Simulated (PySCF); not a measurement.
Input

```
{"job": {"kind": "nmr", "xc": "PBE0", "basis": "pcSseg-1"}, "charge": 0, "multiplicity": 1}
F     -1.106000     1.173503    -1.277102
C     -1.939050     0.391565    -0.492529
Si    -0.897699    -0.907122     0.476746
F     -1.668417    -1.000289     1.900090
Si     1.239789    -0.085763     0.824868
P      2.375764    -0.204868    -1.102812
H     -2.674361    -0.042717    -1.173576
H     -2.458310     1.080946     0.178832
H     -1.156215    -2.226647    -0.092587
H      1.996815    -0.909579     1.778748
H      1.223126     1.275127     1.390067
H      1.675690     0.806817    -1.728967
H      3.384478     0.649514    -0.699508
```

Command:

```sh
OMP_NUM_THREADS=1 python probes_run.py task.json out
```

Geometry: GFN2-xTB.

The calculation used PBE0/pcSseg-1, SCF density, gas phase, non-relativistic (PySCF).

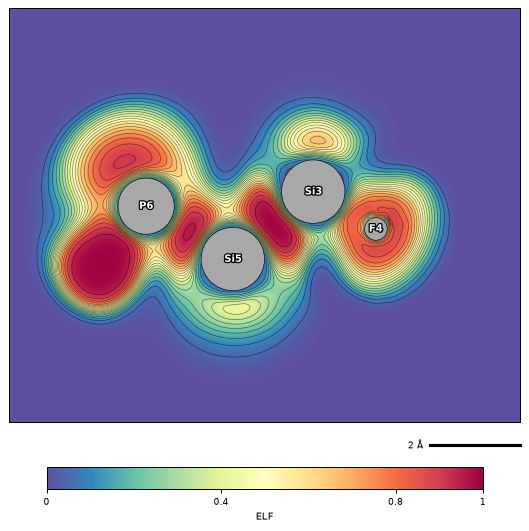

CH$_{7}$F$_{2}$PSi$_{2}$. ELF on the plane of atoms Si3, Si5 and P6. Grey discs cover the atomic cores.

**What do the fields say about this system?**

- Atoms in the plane: Si, F and P.
- Si–F (1.62 Å): the ELF peaks at about 0.85 in the valence shell of F, 0.6 Å from its nucleus, and is about 0.50 at the midpoint.
- Si–P (2.24 Å): the ELF peaks at about 0.95 between the atoms; a covalent bond.
- Si–Si (2.32 Å): the ELF peaks at about 1 between the atoms (a shared electron pair).
- The ELF also peaks beside F4 and P6, away from the bonds: lone-pair regions.
